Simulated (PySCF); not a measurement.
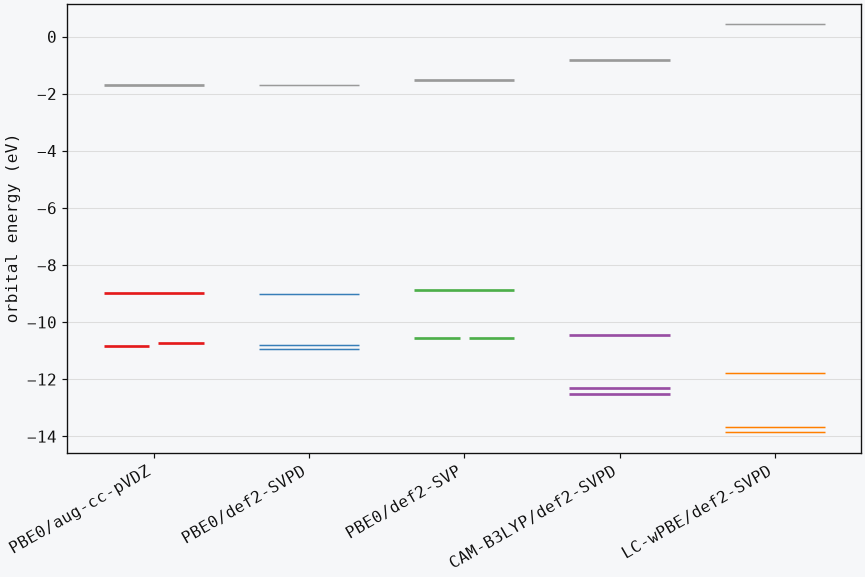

Frontier orbital energies of GaH₂F, SMILES [F][GaH2], singlet at one geometry, PySCF 2.14.0, at a PBE0-D3(BJ)/def2-SVP geometry (no frequency check). Empty levels are grey, levels within 0.1 eV stand side by side; all columns show the same few orbitals around the gap.

Q: Compare the HOMO-LUMO separations.

A: The separation grows from 7.28 eV (PBE0/aug-cc-pVDZ) to 12.21 eV (LC-wPBE/def2-SVPD).

```csv
level,HOMO (eV),LUMO (eV),separation (eV)
PBE0/aug-cc-pVDZ,−8.99,−1.71,7.28
PBE0/def2-SVPD,−9.02,−1.69,7.33
PBE0/def2-SVP,−8.86,−1.53,7.33
CAM-B3LYP/def2-SVPD,−10.44,−0.83,9.61
LC-wPBE/def2-SVPD,−11.78,0.43,12.21
```

Limits of at least one run: empty levels above zero depend strongly on the basis.
